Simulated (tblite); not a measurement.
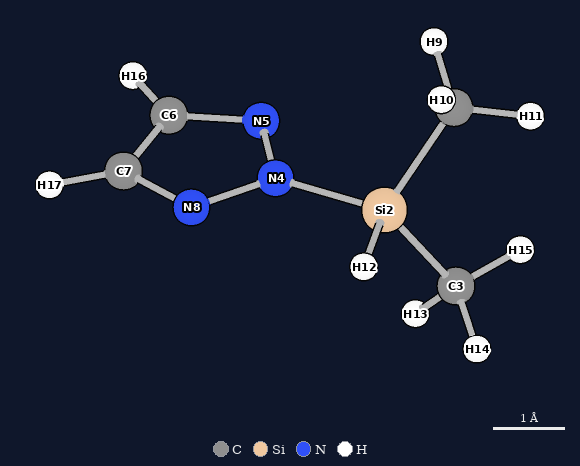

Starting structure of C4H9N3Si. Style: ball-and-stick. Shown from a free direction.

Method: tblite, GFN2-xTB geometry optimisation, gas phase.

```xyz
17

C    -1.6874   -1.5593    0.5328
Si   -0.9637    0.1501    0.3632
C    -1.8106    1.0981   -0.9910
N     0.8118    0.1526    0.1783
N     1.5371   -0.4737   -0.7456
C     2.8430   -0.2212   -0.5406
C     2.9345    0.5875    0.5764
N     1.6723    0.7790    0.9829
H    -1.0226   -2.3450    0.1077
H    -1.8508   -1.7572    1.6246
H    -2.6561   -1.6657   -0.0156
H    -1.2907    0.8577    1.6389
H    -1.1074    1.7127   -1.5826
H    -2.4986    1.8331   -0.5143
H    -2.4232    0.4237   -1.6023
H     3.6999   -0.5621   -1.0951
H     3.8054    1.0018    1.0723
```

> Predict the outcome.

H15 moves most after the best rigid fit: 1.08 Å. Largest moves by element: H 1.08 Å, N 0.26 Å, C 0.26 Å, Si 0.17 Å. Among the contacts that change: C1–H10 1.122 → 1.086 Å, Si2–H12 1.495 → 1.463 Å, C1–Si2 1.864 → 1.896 Å, N5–C6 1.346 → 1.319 Å. Among the angles between lasting bonds that change: C1–Si2–H12 105.8° → 114.8°, C1–Si2–N4 113.4° → 105.8°, N5–C6–H16 129.4° → 122.1°. Groups turn about Si2–C3 by about 50°, C1–Si2 by about 35°. After 131 geometry steps the energy has fallen by 0.661 eV. Cost: 0.95 s on 1 thread of Arm Neoverse V1, with other jobs on the host.

Step by step:

```
step  E − E(0), eV
   0        0.0000
   1       -0.3152
   2       -0.3799
   3       -0.4143
   4       -0.4536
   5       -0.4741
   6       -0.4941
   7       -0.5157
   8       -0.5345
   9       -0.5454
  10       -0.5523
  16       -0.5768
  23       -0.5898
  29       -0.6000
  35       -0.6134
  42       -0.6166
  48       -0.6188
  55       -0.6341
  61       -0.6456
  67       -0.6501
  74       -0.6534
  80       -0.6543
  86       -0.6556
  93       -0.6567
  99       -0.6583
 106       -0.6594
 112       -0.6603
 118       -0.6607
 125       -0.6611
 131       -0.6612
```

The structure at the end:

```xyz
17

C    -1.5945   -1.5467    0.5719
Si   -1.0130    0.2559    0.4826
C    -1.7045    1.1455   -1.0449
N     0.7497    0.1853    0.2897
N     1.3339   -0.5792   -0.6156
C     2.6266   -0.3517   -0.4850
C     2.7944    0.5876    0.5428
N     1.5987    0.9010    1.0037
H    -1.2376   -2.1061   -0.2891
H    -1.2153   -2.0400    1.4626
H    -2.6774   -1.6161    0.5914
H    -1.1748    1.0140    1.7233
H    -1.3276    2.1619   -1.1150
H    -2.7883    1.1972   -1.0161
H    -1.4215    0.6248   -1.9565
H     3.3555   -0.8416   -1.0971
H     3.6885    1.0203    0.9415
```

After the run, drawn alike:

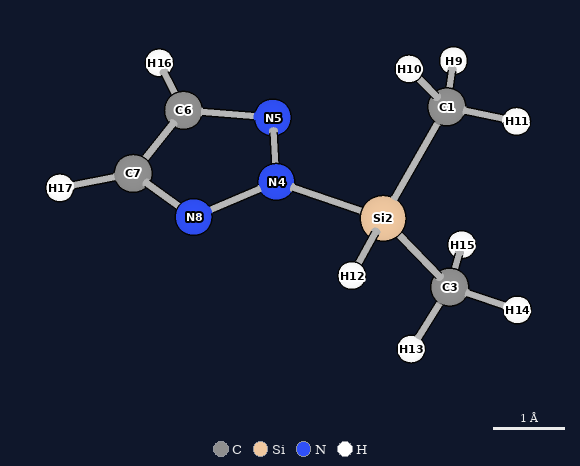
